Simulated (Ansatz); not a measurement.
The parent structure is GaAs in the zinc blende structure (space group F-43m, No. 216; a = 5.6667 Å). Axes: x, y, z lie along the cube axes.

The change: uniaxial strain ε_yy = −5.81 %, all other strain components held at zero, atoms relaxed at fixed cell.

The values are results of r2SCAN, PAW, 500 eV (Ansatz, an electronic-structure program; no spin-orbit coupling), not measurements.

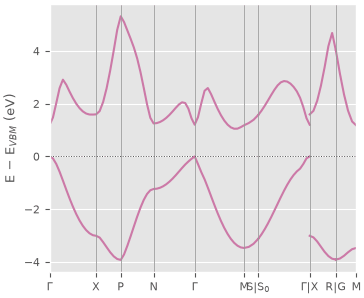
Figure. Highest valence and lowest conduction band along the path of the changed cell's own zone

Q: Read the changed gap and its character from the plot.

A: About 1.0 eV, indirect, Γ → Γ–M (80 % along).

Whether these cells are dynamically stable was not tested. Labels are those of the standard path for the cell's own space group.
